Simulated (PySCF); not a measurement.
## Electronic structure of C₃H₇BO₃ (SMILES OB(O)C1COC1) in real space

Input

```
{"job": {"xc": "wB97X-D", "basis": "pcSseg-1", "solvent": "water", "kind": "nmr", "pop": true}, "charge": 0, "multiplicity": 1}
O      1.547791     1.253407    -0.950306
B      1.222629     0.152259    -0.237541
O      2.082688    -0.857002     0.030782
C     -0.264633     0.020117     0.328331
C     -1.369890     0.878979    -0.306909
O     -2.091171    -0.281991    -0.725069
C     -1.109059    -1.163490    -0.183253
H      2.442414     1.319642    -1.288033
H      2.974379    -0.786098    -0.314116
H     -0.266859     0.075810     1.417394
H     -1.048450     1.485819    -1.156942
H     -1.954854     1.492676     0.383741
H     -0.638172    -1.773075    -0.959871
H     -1.527491    -1.817525     0.586760
```

Launched as:

```sh
OMP_NUM_THREADS=1 python ens_run.py task.json out
```

Geometry: GFN2-xTB.

All numbers below come from PySCF, wB97X-D/pcSseg-1, SCF density, in a water solvent model, non-relativistic.

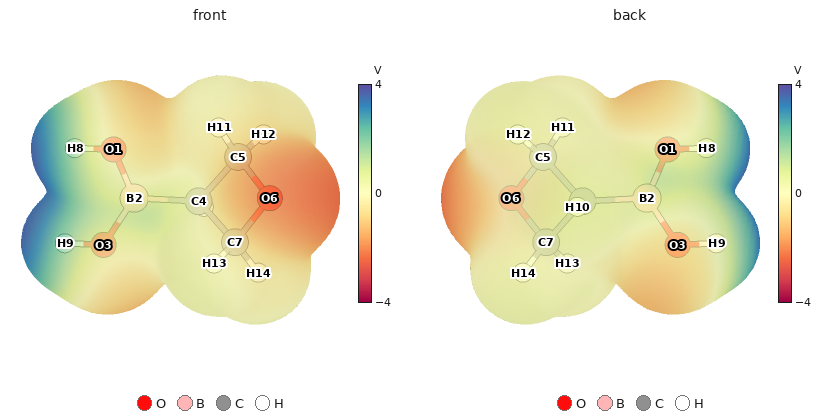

Figure 1. The electrostatic potential painted on the density surface at 0.002 e/bohr³, seen from the front and from behind; red is negative and blue positive.

**Which sites attract a positive test charge, and which a negative one?**

A positive charge is drawn to the negative regions and a negative charge to the positive ones. The most negative region (about −2.4 V) lies over O6, the most positive (about +3.6 V) over H8 and H9. O6 is the likeliest acceptor of a hydrogen bond.

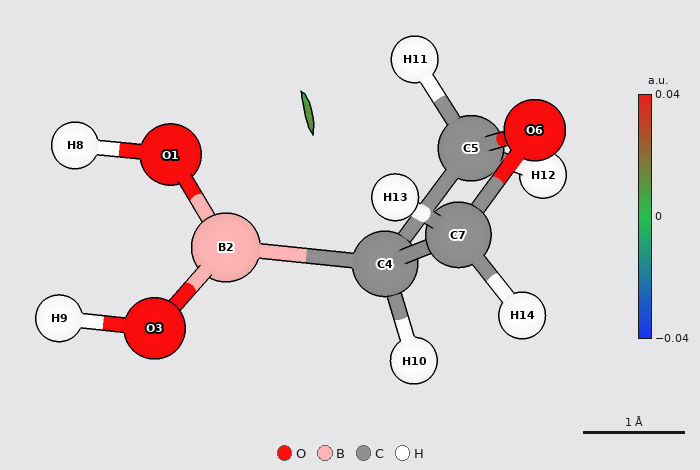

Figure 2. Non-covalent interaction (NCI) plot: the surface where the reduced density gradient is 0.4, for densities under 0.05 a.u., coloured by sign(λ₂)ρ; seen at an oblique angle.

**Which non-covalent interactions does the plot reveal?**

Near H11, O1 and C5: mostly steric crowding (olive to red).

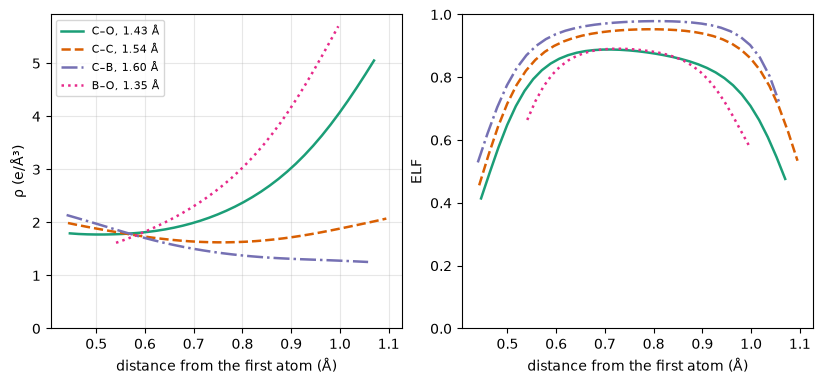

Figure 3. Electron density and electron localisation function along straight lines between neighbouring atoms. The curves leave out the atomic cores.

**Compare the contacts.**

C–O (1.43 Å): the density is about 2 e/Å³ at the midpoint, with its minimum of 1.8 e/Å³ about 0.5 Å from C; the ELF peaks at about 0.90 between the atoms: a polar covalent bond.
C–C (1.54 Å): ρ at the midpoint is about 1.6 e/Å³; the ELF peaks at about 0.95 between the atoms; a covalent bond.
C–B (1.60 Å): the density is about 1.4 e/Å³ at the midpoint; the ELF peaks at about 1 between the atoms, as expected for a shared electron pair.
B–O (1.35 Å): the density is about 2.2 e/Å³ at the midpoint; the ELF peaks at about 0.90 between the atoms, as expected for a polar covalent bond.
